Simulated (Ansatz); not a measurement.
# triplet C2H7B: levels of theory compared

Aim: a comparison of 5 runs (UHF/STO-3G, UB3LYP/6-31G*, U-wB97M-V/cc-pVDZ, U-wB97X/cc-pVDZ, UHSE06/cc-pVDZ) of triplet C2H7B. 

The calculation is run with Ansatz 0.2.0.

47 further runs of the same task are left out: 47 set aside as unsound or not needed. Runs told in other sessions of the task aren't counted.

### 1 The system as given

The species is C2H7B (10 atoms), meant as a triplet with charge 0. As SMILES of the parent species, `BCC`. The coordinates come from a PBE0-D4/def2-TZVP relaxation. That shape belongs to the parent species and isn't relaxed for this state.

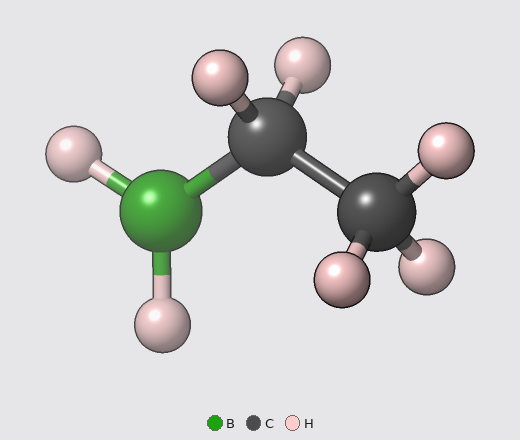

Viewed from a chosen angle; boron green, carbon dark grey, hydrogen pink.

### 2 A single-point energy at UHF/STO-3G (run 1)

Input file in.yaml:

```yaml
crystal:
  periodic: [false, false, false]
  atoms:
    - {symbol: B, position_ang: [-0.923200, 0.854800, -0.729500]}
    - {symbol: C, position_ang: [0.421700, 0.293700, -0.199000]}
    - {symbol: C, position_ang: [0.384700, -0.913600, 0.727600]}
    - {symbol: H, position_ang: [-1.979600, 0.366600, -0.436300]}
    - {symbol: H, position_ang: [-0.919600, 1.807100, -1.458300]}
    - {symbol: H, position_ang: [0.950700, 1.138100, 0.271400]}
    - {symbol: H, position_ang: [1.046800, 0.094100, -1.084500]}
    - {symbol: H, position_ang: [1.384300, -1.226700, 1.039300]}
    - {symbol: H, position_ang: [-0.190300, -0.697600, 1.631400]}
    - {symbol: H, position_ang: [-0.092300, -1.767800, 0.240900]}
basis:
  gaussian: {orbitals: STO-3G}
total_charge: 0
magnetization: {spin_polarized: true, initial_magnetization: 2}
hamiltonian: {xc: hf}
accuracy: high
output: {orbitals: {seedname: orbitals}}
```

Started as:

```sh
$ ansatz run in.yaml --threads 1 --pin off --max-ram 2610MiB --events-out events.jsonl --progress --plain --runs-dir runs
```

Log:

```text
Warning: RAYON_NUM_THREADS=1 ignored (pool sized by the plan → 1); use --threads N
Functional definition: HF
  name "HF"
  exchange = exact_x
  correlation = 0
421 factors; integrals over basis functions are off by at most 2.9e-8 eV
mean field evaluation 1: about -2800.5719 eV, gradient 1.3e1 eV
mean field evaluation 2: about -2800.7158 eV, gradient 1.3e1 eV
mean field evaluation 4: about -2802.4379 eV, gradient 1.5e0 eV
mean field evaluation 8: about -2802.4893 eV, gradient 6.2e-2 eV
mean field evaluation 16: about -2802.4882 eV, gradient 2.8e-8 eV
mean field evaluation 32: about -2802.2690 eV, gradient 1.4e-1 eV
mean field evaluation 64: about -2802.3117 eV, gradient 1.8e0 eV
mean field evaluation 96: about -2802.3556 eV, gradient 1.4e-1 eV
mean field -2802.48816994 eV, -102.9895406506 hartree, gradient 2.8e-8 eV, S^2 2.007924; 2 other end points of the search recorded, 0 dependent functions left out
reference -2802.48816994 eV, -102.9895406506 hartree; 13, 11 occupied and 9, 11 virtual orbitals, 421 factors
Total energy: -2802.48816994 eV, -102.9895406506 hartree
```

Run time: 0.28 s. Hardware: 1 thread of Arm Neoverse V1, shared host.

### 3 The energy at UB3LYP/6-31G(d) (Cartesian functions) (run 2)

Input file job.yaml:

```yaml
crystal:
  periodic: [false, false, false]
  atoms:
    - {symbol: B, position_ang: [-0.923200, 0.854800, -0.729500]}
    - {symbol: C, position_ang: [0.421700, 0.293700, -0.199000]}
    - {symbol: C, position_ang: [0.384700, -0.913600, 0.727600]}
    - {symbol: H, position_ang: [-1.979600, 0.366600, -0.436300]}
    - {symbol: H, position_ang: [-0.919600, 1.807100, -1.458300]}
    - {symbol: H, position_ang: [0.950700, 1.138100, 0.271400]}
    - {symbol: H, position_ang: [1.046800, 0.094100, -1.084500]}
    - {symbol: H, position_ang: [1.384300, -1.226700, 1.039300]}
    - {symbol: H, position_ang: [-0.190300, -0.697600, 1.631400]}
    - {symbol: H, position_ang: [-0.092300, -1.767800, 0.240900]}
basis:
  gaussian:
    orbitals: "6-31G*"
magnetization:
  spin_polarized: true
  initial_magnetization: 2
hamiltonian:
  xc: {name: B3LYP}
accuracy: high
output: {orbitals: {seedname: orbitals}}
```

Started as:

```sh
$ ansatz run job.yaml --threads 1 --pin off --max-ram 2610MiB --events-out events.jsonl --progress --plain --runs-dir runs
```

Log:

```text
Warning: RAYON_NUM_THREADS=1 ignored (pool sized by the plan → 1); use --threads N
Functional definition: B3LYP
  name "B3LYP"
  parameter a0 = 0.2
  parameter ax = 0.72
  parameter ac = 0.81
  exchange = (1 - a0 - ax)*slater_x + ax*b88_x + a0*exact_x
  correlation = (1 - ac)*vwn_rpa_c + ac*lyp_c
1443 factors; integrals over basis functions are off by at most 3.1e-9 eV
mean field evaluation 1: about -2853.1386 eV, gradient 3.3e1 eV
mean field evaluation 2: about -2845.2963 eV, gradient 4.8e1 eV
mean field evaluation 4: about -2858.5972 eV, gradient 3.0e0 eV
mean field evaluation 8: about -2858.8185 eV, gradient 7.5e-1 eV
mean field evaluation 16: about -2858.8541 eV, gradient 5.0e-2 eV
mean field evaluation 32: about -2858.8542 eV, gradient 5.8e-7 eV
mean field -2858.85422040 eV, -105.0609547986 hartree, gradient 2.1e-8 eV, S^2 2.003778; 3 other end points of the search recorded, 0 dependent functions left out
reference -2858.85425490 eV, -105.0609560665 hartree; 13, 11 occupied and 46, 48 virtual orbitals, 1443 factors
Total energy: -2858.85425490 eV, -105.0609560665 hartree
```

Run time: 17 s. Hardware: 1 thread of Arm Neoverse V1, shared host; peak memory 0.23 GiB.

Runs 3 to 4 aren't shown in full; the table further down has their settings and results.

### 4 The energy at UHSE06/cc-pVDZ (run 5)

in.yaml, as its differences from that of step 2:

```diff
@@ -14,7 +14,6 @@
 basis:
-  gaussian: {orbitals: STO-3G}
-total_charge: 0
+  gaussian: {orbitals: cc-pVDZ}
+accuracy: high
 magnetization: {spin_polarized: true, initial_magnetization: 2}
-hamiltonian: {xc: hf}
-accuracy: high
+hamiltonian: {xc: {name: HSE06}}
 output: {orbitals: {seedname: orbitals}}
```

Started as:

```sh
$ ansatz run in.yaml --threads 1 --pin off --max-ram 2610MiB --events-out events.jsonl --progress --plain --runs-dir runs
```

Log:

```text
Warning: RAYON_NUM_THREADS=1 ignored (pool sized by the plan → 1); use --threads N
Functional definition: HSE06
  name "HSE06"
  parameter a = 0.25
  parameter omega = 0.11/bohr
  exchange = pbe_x - a*pbe_x_sr(omega) + a*exact_x_sr(omega)
  correlation = pbe_c
1881 factors; integrals over basis functions are off by at most 3.1e-9 eV
94 factors; integrals over basis functions are off by at most 1.9e-9 eV
mean field evaluation 1: about -2848.4772 eV, gradient 3.4e1 eV
mean field evaluation 2: about -2839.2867 eV, gradient 5.1e1 eV
mean field evaluation 4: about -2854.5705 eV, gradient 3.2e0 eV
mean field evaluation 8: about -2854.8360 eV, gradient 5.9e-1 eV
mean field evaluation 16: about -2854.8586 eV, gradient 4.0e-2 eV
mean field evaluation 32: about -2854.8587 eV, gradient 1.1e-7 eV
mean field -2854.85866534 eV, -104.9141208585 hartree, gradient 1.4e-8 eV, S^2 2.004647; 3 other end points of the search recorded, 0 dependent functions left out
reference -2854.85866887 eV, -104.9141209882 hartree; 13, 11 occupied and 64, 66 virtual orbitals, 1881 factors
Total energy: -2854.85866887 eV, -104.9141209882 hartree
```

Run time: 19 s. Hardware: 1 thread of Arm Neoverse V1, shared host; peak memory 0.31 GiB.

### 5 Overview of the runs

```csv
run,level,Cartesian functions,energy (Eh),HOMO energy (eV),LUMO energy (eV),⟨S²⟩,wall time
1,UHF/STO-3G,no,-102.989541,-4.55,0.08,2.008,0.28 s
2,UB3LYP/6-31G* (Cartesian functions),yes,-105.060956,-3.23,–,2.004,17 s
3,U-wB97M-V/cc-pVDZ,no,-104.967311,-5.78,-4.51,2.003,2.4 min
4,U-wB97X/cc-pVDZ,no,-105.021066,-6.04,-4.39,2.006,64 s
5,UHSE06/cc-pVDZ,no,-104.914121,-3.49,–,2.005,19 s
```

### 6 What came out

```
                                 quantity          value
                      run 5: total energy  -104.91412 Eh
run 5: HOMO energy (highest over α and β)       -3.49 eV
                              run 5: ⟨S²⟩          2.005
```

Totals of different functionals can't be ranked against each other. In run 1 the basis is minimal, so the values are rough. All runs together took 4.1 min, the longest 2.4 min.
